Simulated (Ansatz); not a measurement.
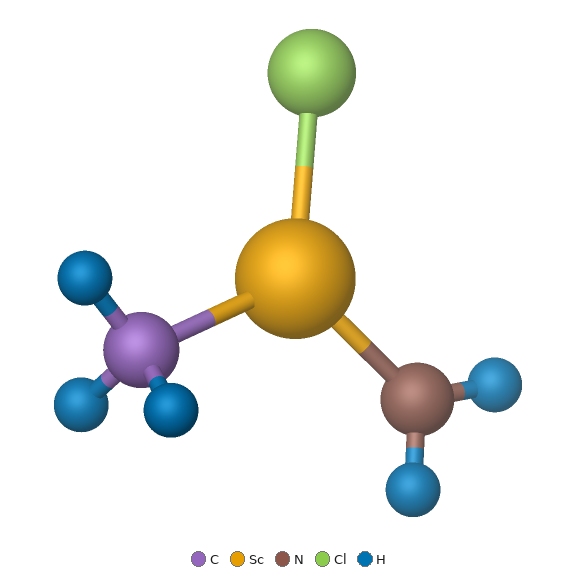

Ball-and-stick drawing of a structure.

The species is neutral and a spin singlet. The geometry was computed by an optimisation with PBE0-D4/def2-TZVP.

Give the formula.

Answer. CH5ClNSc, 9 atoms: 1 carbon, 5 hydrogen, 1 chlorine, 1 nitrogen and 1 scandium.

Count the bonded pairs by element.

Answer. 3 C–H, 2 N–H, 1 C–Sc, 1 N–Sc, 1 Cl–Sc.

The parts below concern this one geometry. Atoms keep their numbers from picture to picture.

## Levels of theory compared

Program: Ansatz 0.2.0.

Tabulate HOMO energy (eV) at these levels: B97M-V/def2-TZVPP; BLYP-D4/def2-TZVPP; CAM-B3LYP-D4/def2-TZVPP; HSE06 (plane-wave form)-D4/def2-TZVPP; PBE0-D4/def2-QZVPP; r2SCAN-D4/def2-TZVPP; r2SCANh-D4/def2-TZVPP; revPBE-D4/def2-TZVPP; ωB97M-V/def2-QZVPP; ωB97M-V/def2-SVP; ωB97M-V/def2-TZVPP; ωB97X-V/def2-TZVPP.

```json
{"level": "B97M-V/def2-TZVPP", "HOMO energy (eV)": "−6.22"}
{"level": "BLYP-D4/def2-TZVPP", "HOMO energy (eV)": "−5.75"}
{"level": "CAM-B3LYP-D4/def2-TZVPP", "HOMO energy (eV)": "−8.64"}
{"level": "HSE06 (plane-wave form)-D4/def2-TZVPP", "HOMO energy (eV)": "−6.81"}
{"level": "PBE0-D4/def2-QZVPP", "HOMO energy (eV)": "−7.24"}
{"level": "r2SCAN-D4/def2-TZVPP", "HOMO energy (eV)": "−6.14"}
{"level": "r2SCANh-D4/def2-TZVPP", "HOMO energy (eV)": "−6.65"}
{"level": "revPBE-D4/def2-TZVPP", "HOMO energy (eV)": "−5.82"}
{"level": "ωB97M-V/def2-QZVPP", "HOMO energy (eV)": "−9.56"}
{"level": "ωB97M-V/def2-SVP", "HOMO energy (eV)": "−9.39"}
{"level": "ωB97M-V/def2-TZVPP", "HOMO energy (eV)": "−9.55"}
{"level": "ωB97X-V/def2-TZVPP", "HOMO energy (eV)": "−9.68"}
```

## Charges

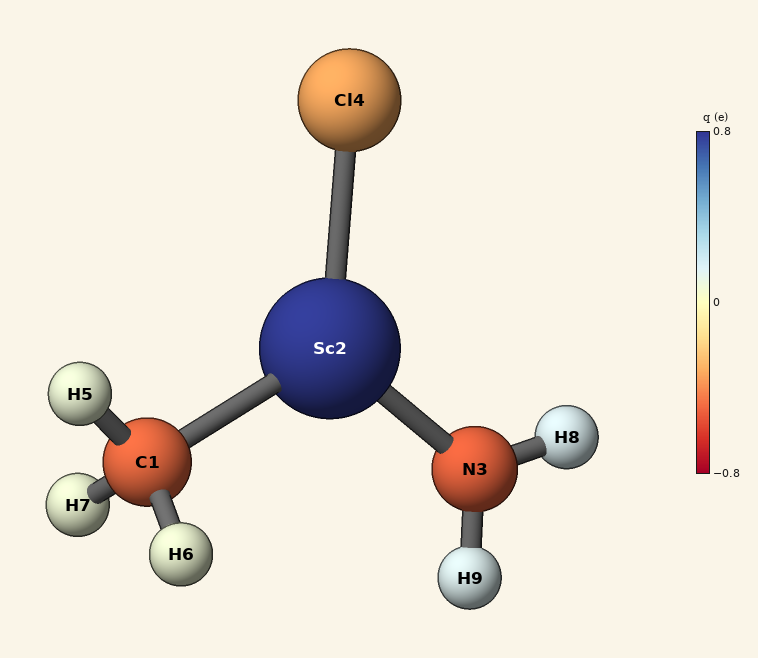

Atoms are coloured by their Mulliken charges. Properties computed with RKS r2SCAN-D4/def2-TZVPP (Ansatz 0.2.0).

List the Mulliken charges.

```csv
atom,value (e)
C1,−0.47
Sc2,0.78
N3,−0.49
Cl4,−0.32
H5,0.07
H6,0.07
H7,0.07
H8,0.15
H9,0.15
```

## Dipole moment

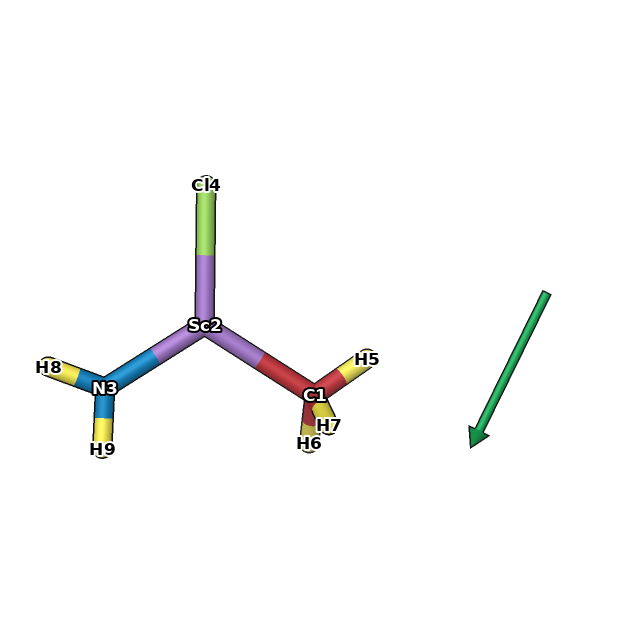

The arrow beside the molecule shows the direction of the dipole moment, from the negative to the positive end (its length means nothing). Method: RKS B3LYP-D4/def2-TZVPP (Ansatz 0.2.0).

How large is the dipole moment?

Answer. 2.75 D; it points from the side of Cl4 to the side of H9 (the outermost atoms at the two ends).

Mulliken values depend strongly on the basis set and can even reverse the polarity of a bond.
